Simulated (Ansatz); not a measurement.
## Electronic structure of BH₃···HF in real space

```yaml
atoms:
  - { symbol: B, position_ang: [-0.0045, 0.2489, -0.0075] }
  - { symbol: H, position_ang: [-0.0050, 0.4129, 1.1864] }
  - { symbol: H, position_ang: [1.0464, 0.2529, -0.6090] }
  - { symbol: H, position_ang: [-1.0592, 0.1997, -0.6001] }
  - { symbol: F, position_ang: [0.0743, -2.0991, 0.8765] }
  - { symbol: H, position_ang: [0.0539, -1.4179, 1.5141] }
```

Not at a stationary point (largest force 0.5 eV/Å).

Method: RKS PBE/def2-SVP in Ansatz.

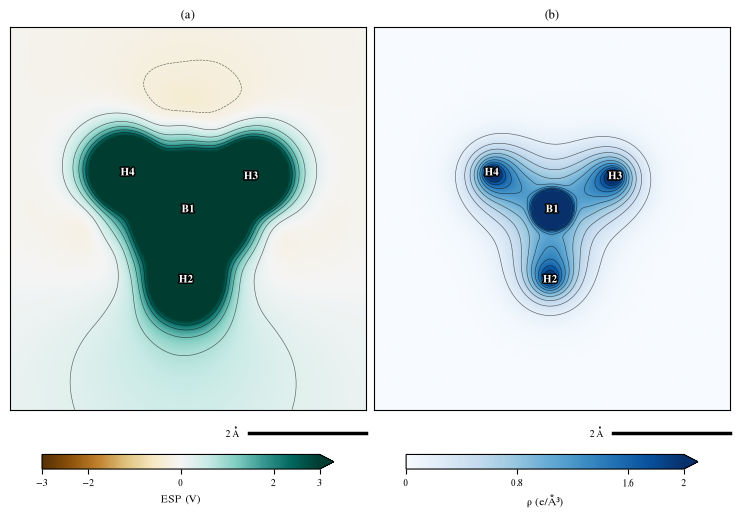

Figure 1. (a) electrostatic potential; (b) electron density on the plane of atoms H3, B1 and H4.

Question: Read the bonding off the picture.

Answer: The section cuts through B and H sites.
B–H (1.21 Å): ρ is about 1.2 e/Å³ halfway.
Outside the dense part of the complex the potential is most negative (−0.4 V) near H3 and H4.

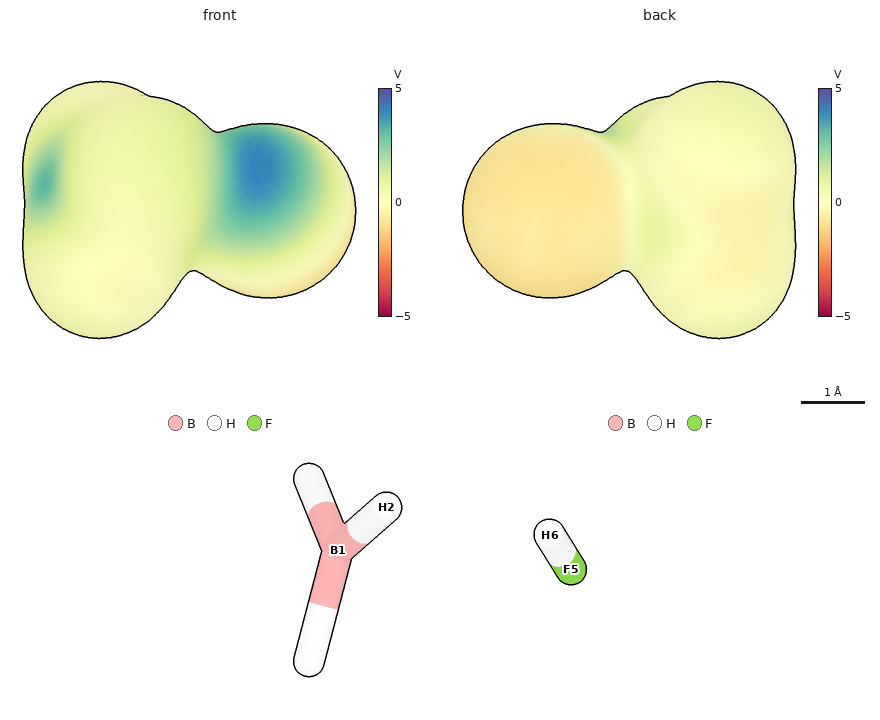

Figure 2. The molecular electrostatic potential painted on the density surface at 0.004 e/bohr³, seen from the front and from behind; red is negative and blue positive. The bare structure is drawn below in the same view.

Question: Where is the surface potential most negative and most positive?

Answer: The most negative region (about −0.8 V, or −18 kcal/mol for a unit charge) lies over F5, the most positive (about +4.0 V, or +92 kcal/mol for a unit charge) over H6.

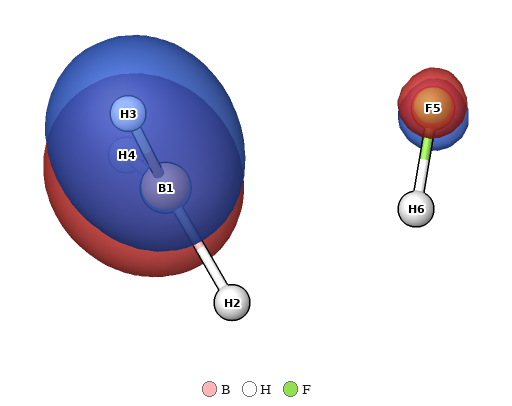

Figure 3. One frontier orbital at ±0.2 Å⁻³ᐟ² (blue and red are the two phases), seen from one side.

Question: Which orbital is it: HOMO or LUMO?

Answer: The HOMO, at −8.31 eV. Its weight (Hirshfeld) is mainly on B1 (about 45 %), H3 (about 25 %) and H4 (about 25 %).
